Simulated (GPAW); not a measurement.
**Selenium (P3_121, 3 atoms a cell): G0W0 on several meshes in GPAW**

Aim: the GW shift of Selenium (P3_121, 3 atoms a cell) against the k mesh.

Program: GPAW 26.7.0. Level of theory: PBE and many-body steps on it, plane waves. Results are calculated unless marked as measured.

### Step 1. The structure

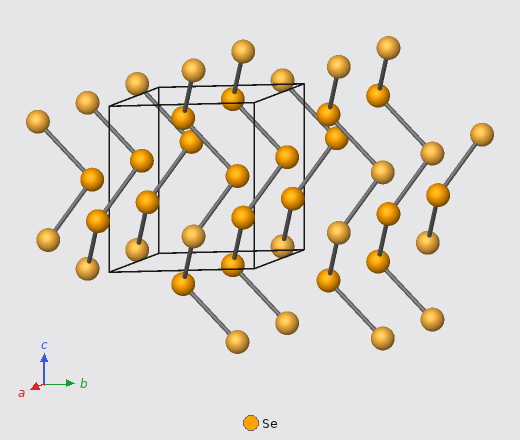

The cell as given, slightly off an axis (selenium orange). 2×2×1 cells are drawn. Some periodic images of atoms are drawn too.

Coordinates:

```
Se
1.0
     4.36620    0.00000    0.00000
    -2.18310    3.78124    0.00000
     0.00000    0.00000    4.95360
Se
3
Direct
  0.22540 0.00000 0.33333
  0.00000 0.22540 0.66667
  0.77460 0.77460 0.00000
```

The cell and positions come from the Crystallography Open Database and are kept as given unless a step says otherwise.

### Step 2. Empty states on the mesh, 3×3×4 mesh, 385 bands

This step: GPAW 26.7.0; DFT, PBE, plane waves, PAW.

The sums over transitions need many empty states on a uniform mesh; this step solves for them.

run.py reads:

```python
import json
import numpy as np
from gpaw.mpi import world
from gpaw import GPAW

calc = GPAW('gs.gpw').fixed_density(kpts={'size': (3, 3, 4), 'gamma': True},
    parallel={'domain': 1, 'band': 1},
    txt='nscf.txt')
calc.diagonalize_full_hamiltonian(nbands=385)
calc.write('full.gpw', mode='all')
res = {}
kpts = calc.get_ibz_k_points()
res['kpts'] = kpts
res['eigenvalues'] = [calc.get_eigenvalues(kpt=k) for k in range(len(kpts))]
res['n_electrons'] = calc.get_number_of_electrons()

if world.rank == 0:
    with open('result.json', 'w') as f:
        json.dump(res, f, default=lambda x: x.tolist())
```

Command:

```sh
$ mpirun -n 8 gpaw python run.py
```

Numbers of over 12 decimals in the logs are rounded to 6 here.

Log:

```text
Diagonalizing LCAO Hamiltonian
Converting LCAO to pw mode
convergence criteria:
- Maximum integral of absolute [eigenst]ate change: 4e-08 eV^2 / valence electron
maximum number of iterations: 100

SCF iterations
|iter     |     time |      energy | eigst |  dens |
|iter:   1|  |             | +0.81 |       |
|iter:   2|  |             | -0.39 |       |
|iter:   3|  |             | -1.98 |       |
|iter:   4|  |             | -3.44 |       |
|iter:   5|  |             | -4.27 |       |
|iter:   6|  |             | -5.84 |       |
|iter:   7|  |             | -6.87 |       |
|iter:   8|  |             | -7.89c|       |
SCF steps: 8
  __  _  _
 | _ |_)|_||  |
 |__||  | ||/\| - 26.7.0

Input parameters:
  mode=PW(ecut=450.000000),
  convergence={'density': 1e-06, 'bands': -3},
  gpts=array([24, 24, 25]),
  kpts=MonkhorstPack(size=(3, 3, 4), gamma=True),
  maxiter=100,
  nbands=16,
  occupations=Occupations(name='fermi-dirac', width=0.001, fixmagmom=False),
  parallel={'domain': 1, 'band': 1},
  xc=XC(name='PBE')
Matrix size: 1811x1811
# Writing to full.gpw (mode='all')
  [... matrices ...]

timing:  # [seconds]
  Total: 16.507  # ━━━━━━━━━━━━━━━━━━━━━━━━━━━━━━━━━━━━━━━━━━━━━━━━━━━━━━━━━━
```

Run time: 20 s. Hardware: 8 MPI ranks of Arm Neoverse V1, shared host; peak memory 3.1 GiB; 2.7 min of CPU time.

This step gave:

- gap: 1.240 eV
- k of the valence top: 0.3333, 0.3333, 0.5
- k of the conduction bottom: 0.3333, 0.3333, 0.5
- least direct gap: 1.240 eV
- k points computed: 14
- lowest point of the top converged band, above the valence top: 148.5390 eV

On this mesh the gap is 1.240 eV.

### Step 3. 3×3×4

Now the one-shot GW correction: screening in the RPA, then the self-energy of the levels asked for.

This step: G0W0 on PBE, plane waves, PAW.

run.py reads:

```python
import json
import numpy as np
from gpaw.mpi import world
from gpaw.response.g0w0 import G0W0

gw = G0W0('full.gpw',
    filename='gw',
    kpts=[0, 13],
    bands=(7, 11),
    ecut=96,
    nbands=174,
    integrate_gamma='WS',
    ppa=True)
gw.calculate()
res = {mode: {k: v for k, v in r.items() if k != 'sigma_eskwn'}
       for mode, r in gw.all_results.items()}

if world.rank == 0:
    with open('result.json', 'w') as f:
        json.dump(res, f, default=lambda x: x.tolist())
```

Command:

```sh
$ mpirun -n 8 gpaw python run.py
```

Log:

```text
Using integrator: PointIntegrator
FrequencyGridDescriptor(from 0.000+0.000j to 0.000+27.211j eV, 2 points)
Nonperiodic BCs:  [False False False]
Using integrator: PointIntegrator
FrequencyGridDescriptor(from 0.000+0.000j to 0.000+27.211j eV, 2 points)
Nonperiodic BCs:  [False False False]
  ___  _ _ _
 |   || | | |
 | | || | | |
 |__ ||_____|
 |___|

BZ k-points: Symmetries present (total): 2

  [... matrices ...]
36 k-points: 3 x 3 x 4 Monkhorst-Pack grid + [0.000000,0.000000,1/8]
14 k-points in the irreducible part of the Brillouin zone
       k-points in crystal coordinates                weights
   0:     0.00000000    0.00000000    0.00000000          1/36
   1:     0.00000000    0.00000000    0.25000000          2/36
   2:     0.00000000    0.00000000    0.50000000          1/36
   3:     0.33333333   -0.33333333   -0.25000000          2/36
   4:     0.33333333   -0.33333333    0.00000000          2/36
   5:     0.33333333   -0.33333333    0.25000000          2/36
   6:     0.33333333   -0.33333333    0.50000000          2/36
   7:     0.33333333    0.00000000   -0.25000000          4/36
   8:     0.33333333    0.00000000    0.00000000          4/36
   9:     0.33333333    0.00000000    0.25000000          4/36
          ...
  13:     0.33333333    0.33333333    0.50000000          2/36

Distributing spins, k-points and bands (1 x 2 x 4) over 8 processes
Number of blocks: 1

Quasi particle states:
k-points (IBZ indices): [0, 13]
Band range: (7, 11)
  [... matrices ...]
Computational parameters:
Plane wave cut-off: 96 eV
Number of bands: 174
Coulomb cutoff: None
Broadening: 0.1 eV

fxc modes: GW
Kernel: RPA
Using Godby-Needs plasmon-pole approximation:
  Fitting energy: i*E0, E0 = 1.000 Hartree
Summing all q:

Calculating screened Coulomb potential
No Coulomb truncation
FrequencyGridDescriptor(from 0.000+0.000j to 0.000+27.211j eV, 2 points)
Removing empty qpoint cache files...

Calculating chi0 body with:
    Ground state adapter containing:
    Number of spins: 1
    Number of kpoints: 36
    Number of irreducible kpoints: 14
    Number of completely occupied states: 9
    Number of partially occupied states: 9
    Occupied states memory: 1.9775390625 M / cpu

    Linear response parametrization:
    q_c: [0.0, 0.0, 0.0]
    Number of frequency points: 2
    Planewave cutoff: 96.0
    Number of bands: 174
    Number of planewaves: 163
    Broadening (eta): 1e-06
    comm.size: 8
    kncomm.size: 8
    blockcomm.size: 1

    Memory estimate of potentially large arrays:
        chi0_wGG: 0.810822 M / cpu
Integrating chi0 body.

Symmetries of q_c:
    Direct symmetries (Uq -> q): 2
    Indirect symmetries (TUq -> q): 2
In total 4 allowed symmetries.

  [... matrices ...]
14 groups of equivalent kpoints. 61.111111% reduction.

Integral kind: response function
Integrating chi0 head and wings.

Symmetries of q_c:
    Direct symmetries (Uq -> q): 2
    Indirect symmetries (TUq -> q): 2
In total 4 allowed symmetries.

  [... matrices ...]
14 groups of equivalent kpoints. 61.111111% reduction.

Integral kind: response function wings

Calculating chi0 body with:
    Ground state adapter containing:
    Number of spins: 1
    Number of kpoints: 36
    Number of irreducible kpoints: 14
    Number of completely occupied states: 9
    Number of partially occupied states: 9
    Occupied states memory: 1.9775390625 M / cpu

[... the further q-points ...]

Results:
f:      Occupation numbers
eps:     KS-eigenvalues [eV]
vxc:     KS vxc [eV]
exx:     Exact exchange [eV]
sigma:   Self-energies [eV]
dsigma:  Self-energy derivatives
Z:       Renormalization factors
qp:      QP-energies [eV]

k-point 0 (0): (0.000, 0.000, 0.000)                GW
band       f     eps     vxc     exx   sigma  dsigma       Z      qp
                                                                   GW
   7   1.000   2.427 -13.887 -17.114   2.536  -0.322   0.756   1.905
   8   1.000   4.066 -15.007 -17.669   2.114  -0.301   0.769   3.645
   9   0.000   6.360 -15.038 -10.764  -3.682  -0.290   0.775   6.819
  10   0.000   6.360 -15.038 -10.764  -3.682  -0.290   0.775   6.819

k-point 1 (13): (0.333, 0.333, 0.500)                GW
band       f     eps     vxc     exx   sigma  dsigma       Z      qp
                                                                   GW
   7   1.000   4.261 -15.549 -17.458   1.494  -0.291   0.775   3.940
   8   1.000   4.261 -15.549 -17.458   1.494  -0.291   0.775   3.940
   9   0.000   5.501 -15.037 -11.239  -3.270  -0.280   0.781   5.914
  10   0.000   7.192 -15.138 -10.771  -3.747  -0.292   0.774   7.671
```

Elapsed: 39 s, on 8 MPI ranks; peak memory 2 GiB.

Numbers from this step:

- G0W0 gap on the points computed: 1.974 eV
- least direct G0W0 gap on the computed points: 1.974 eV
- Z at the valence top: 0.7748
- Z at the conduction bottom: 0.7814
- starting gap on the mesh: 1.240 eV
- k of the valence top: 0.3333, 0.3333, 0.5
- k of the conduction bottom: 0.3333, 0.3333, 0.5

The gap on the mesh goes from 1.24 eV to 1.97 eV, a correction of +0.73 eV.

### Step 4. Empty states on the mesh, 3×3×2 mesh, 184 bands

This step: DFT, PBE, plane waves, PAW.

run.py reads:

```python
import json
import numpy as np
from gpaw.mpi import world
from gpaw import GPAW

calc = GPAW('gs.gpw').fixed_density(kpts={'size': (3, 3, 2), 'gamma': True},
    parallel={'domain': 1, 'band': 1},
    txt='nscf.txt')
calc.diagonalize_full_hamiltonian(nbands=184)
calc.write('full.gpw', mode='all')
res = {}
kpts = calc.get_ibz_k_points()
res['kpts'] = kpts
res['eigenvalues'] = [calc.get_eigenvalues(kpt=k) for k in range(len(kpts))]
res['n_electrons'] = calc.get_number_of_electrons()

if world.rank == 0:
    with open('result.json', 'w') as f:
        json.dump(res, f, default=lambda x: x.tolist())
```

Command:

```sh
$ mpirun -n 8 gpaw python run.py
```

Log:

```text
Diagonalizing LCAO Hamiltonian
Converting LCAO to pw mode
convergence criteria:
- Maximum integral of absolute [eigenst]ate change: 4e-08 eV^2 / valence electron
maximum number of iterations: 100

SCF iterations
|iter     |     time |      energy | eigst |  dens |
|iter:   1|  |             | +0.81 |       |
|iter:   2|  |             | -0.31 |       |
|iter:   3|  |             | -2.02 |       |
|iter:   4|  |             | -3.44 |       |
|iter:   5|  |             | -4.07 |       |
|iter:   6|  |             | -5.71 |       |
|iter:   7|  |             | -6.79 |       |
|iter:   8|  |             | -8.06c|       |
SCF steps: 8
  __  _  _
 | _ |_)|_||  |
 |__||  | ||/\| - 26.7.0

Input parameters:
  mode=PW(ecut=450.000000),
  convergence={'density': 1e-06, 'bands': -3},
  gpts=array([24, 24, 25]),
  kpts=MonkhorstPack(size=(3, 3, 2), gamma=True),
  maxiter=100,
  nbands=16,
  occupations=Occupations(name='fermi-dirac', width=0.001, fixmagmom=False),
  parallel={'domain': 1, 'band': 1},
  xc=XC(name='PBE')
Matrix size: 1811x1811
# Writing to full.gpw (mode='all')
  [... matrices ...]

timing:  # [seconds]
  Total: 7.957  # ━━━━━━━━━━━━━━━━━━━━━━━━━━━━━━━━━━━━━━━━━━━━━━━━━━━━━━━━━━━
```

The job ended after 11 s (8 MPI ranks; peak memory 2.8 GiB).

This step gave:

```
gap                                                           : 1.240 eV
k of the valence top                                          : 0.3333, 0.3333, 0.5
k of the conduction bottom                                    : 0.3333, 0.3333, 0.5
least direct gap                                              : 1.240 eV
k points computed                                             : 8
lowest point of the top converged band, above the valence top : 87.0694 eV
```

On this mesh the gap is 1.240 eV.

### Step 5. 3×3×2

This step: G0W0 on PBE, plane waves, PAW.

run.py reads:

```python
import json
import numpy as np
from gpaw.mpi import world
from gpaw.response.g0w0 import G0W0

gw = G0W0('full.gpw',
    filename='gw',
    kpts=[0, 7],
    bands=(7, 11),
    ecut=96,
    nbands=174,
    integrate_gamma='WS',
    ppa=True)
gw.calculate()
res = {mode: {k: v for k, v in r.items() if k != 'sigma_eskwn'}
       for mode, r in gw.all_results.items()}

if world.rank == 0:
    with open('result.json', 'w') as f:
        json.dump(res, f, default=lambda x: x.tolist())
```

Command:

```sh
$ mpirun -n 8 gpaw python run.py
```

Log:

```text
Using integrator: PointIntegrator
FrequencyGridDescriptor(from 0.000+0.000j to 0.000+27.211j eV, 2 points)
Nonperiodic BCs:  [False False False]
Using integrator: PointIntegrator
FrequencyGridDescriptor(from 0.000+0.000j to 0.000+27.211j eV, 2 points)
Nonperiodic BCs:  [False False False]
  ___  _ _ _
 |   || | | |
 | | || | | |
 |__ ||_____|
 |___|

BZ k-points: Symmetries present (total): 2

  [... matrices ...]
18 k-points: 3 x 3 x 2 Monkhorst-Pack grid + [0.000000,0.000000,1/4]
8 k-points in the irreducible part of the Brillouin zone
       k-points in crystal coordinates                weights
   0:     0.00000000    0.00000000    0.00000000          1/18
   1:     0.00000000    0.00000000    0.50000000          1/18
   2:     0.33333333   -0.33333333    0.00000000          2/18
[...]
6:     0.33333333    0.33333333    0.00000000          2/18
   7:     0.33333333    0.33333333    0.50000000          2/18

Distributing spins, k-points and bands (1 x 2 x 4) over 8 processes
Number of blocks: 1

Quasi particle states:
k-points (IBZ indices): [0, 7]
Band range: (7, 11)
  [... matrices ...]
Computational parameters:
Plane wave cut-off: 96 eV
Number of bands: 174
Coulomb cutoff: None
Broadening: 0.1 eV

fxc modes: GW
Kernel: RPA
Using Godby-Needs plasmon-pole approximation:
  Fitting energy: i*E0, E0 = 1.000 Hartree
Summing all q:

Calculating screened Coulomb potential
No Coulomb truncation
FrequencyGridDescriptor(from 0.000+0.000j to 0.000+27.211j eV, 2 points)
Removing empty qpoint cache files...

Calculating chi0 body with:
    Ground state adapter containing:
    Number of spins: 1
    Number of kpoints: 18
    Number of irreducible kpoints: 8
    Number of completely occupied states: 9
    Number of partially occupied states: 9
[...]
q_c: [0.0, 0.0, 0.0]
    Number of frequency points: 2
    Planewave cutoff: 96.0
    Number of bands: 174
    Number of planewaves: 163
    Broadening (eta): 1e-06
    comm.size: 8
    kncomm.size: 8
    blockcomm.size: 1

    Memory estimate of potentially large arrays:
        chi0_wGG: 0.810822 M / cpu
Integrating chi0 body.

Symmetries of q_c:
    Direct symmetries (Uq -> q): 2
    Indirect symmetries (TUq -> q): 2
In total 4 allowed symmetries.

  [... matrices ...]
8 groups of equivalent kpoints. 55.555556% reduction.

Integral kind: response function
Integrating chi0 head and wings.

Symmetries of q_c:
    Direct symmetries (Uq -> q): 2
    Indirect symmetries (TUq -> q): 2
In total 4 allowed symmetries.

  [... matrices ...]
8 groups of equivalent kpoints. 55.555556% reduction.

Integral kind: response function wings

Calculating chi0 body with:
    Ground state adapter containing:
    Number of spins: 1
    Number of kpoints: 18
    Number of irreducible kpoints: 8
    Number of completely occupied states: 9
    Number of partially occupied states: 9
    Occupied states memory: 1.9775390625 M / cpu

[... the further q-points ...]

Results:
f:      Occupation numbers
eps:     KS-eigenvalues [eV]
vxc:     KS vxc [eV]
exx:     Exact exchange [eV]
sigma:   Self-energies [eV]
dsigma:  Self-energy derivatives
Z:       Renormalization factors
qp:      QP-energies [eV]

k-point 0 (0): (0.000, 0.000, 0.000)                GW
band       f     eps     vxc     exx   sigma  dsigma       Z      qp
                                                                   GW
   7   1.000   2.427 -13.887 -17.118   2.557  -0.316   0.760   1.916
   8   1.000   4.066 -15.007 -17.712   2.169  -0.302   0.768   3.655
   9   0.000   6.360 -15.038 -10.752  -3.716  -0.290   0.775   6.802
[...]
k-point 1 (7): (0.333, 0.333, 0.500)                GW
band       f     eps     vxc     exx   sigma  dsigma       Z      qp
                                                                   GW
[...]
9   0.000   5.501 -15.037 -11.014  -3.490  -0.284   0.779   5.916
  10   0.000   7.192 -15.138 -10.696  -3.851  -0.293   0.773   7.648
```

It took 17 s on 8 MPI ranks; peak memory 1.9 GiB; 2.3 min of CPU time.

Numbers from this step:

```yaml
g0w0_gap_on_the_points_computed: 1.956 eV
least_direct_g0w0_gap_on_the_computed_points: 1.956 eV
z_at_the_valence_top: 0.7735
z_at_the_conduction_bottom: 0.7786
starting_gap_on_the_mesh: 1.240 eV
k_of_the_valence_top: 0.3333, 0.3333, 0.5
k_of_the_conduction_bottom: 0.3333, 0.3333, 0.5
```

Against G0W0 in GPAW (3×3×4 mesh, 174 bands, screening to 96 eV, Godby-Needs plasmon pole), the gap moves by −0.018 eV.

### Step 6. The runs together

Times are wall times on 8 MPI ranks of Arm Neoverse V1, shared host, good to a factor of about two.

```tsv
run	mesh	bands	screening cutoff (eV)	DFT gap (eV)	gap on the mesh (eV)	direct (eV)	time
3×3×4	3×3×4	174	96	1.240	1.974	1.974	39 s
3×3×2	3×3×2	174	96	1.240	1.956	1.956	17 s
```

### Step 7. What came out

| Item | Value |
| --- | --- |
| 3×3×4 | 1.974 eV |
| 3×3×2 | 1.956 eV |
| known limits | not at the basis limit; no spin-orbit coupling; coarse k mesh |

3×3×2: −0.018 eV against 3×3×4. Bands and cutoff are finite, so the gap is not at the basis limit. The miss can reach some tenths of an eV and take either sign; the mesh is an error of its own. These stock PAW sets were not made for GW; the filled d or f shell of Se lies in the frozen core, which bears on start and correction. In the G0W0 runs levels were corrected at 2 k points alone, so a gap called «on the mesh» is the least over those, and an edge elsewhere would be missed. A denser mesh or path gives a starting gap of 1.01 eV: the GW mesh misses a band edge, so its gaps are not the fundamental one. The 3×3×4 mesh is coarse for this cell, which bears on the long-range parts of exchange and screening. The many-body steps are scalar-relativistic: spin-orbit coupling is not in them.

[Paths, hosts, dates, memory and timing lines, banners, echoed tables and standing remarks are left out of the program output.]

[Logs are printed without paths, hosts, clocks, repeated set-up lines and the standing remarks that a program may print on its own settings, such as how far it seeks lower states.]

[Runs of the session that timed out or met a known fault of the program may be left out.]

[Hosts, paths, dates, database ids (printed as entryN), source tags and the programs' standing remarks are cut or masked in the printed files.]
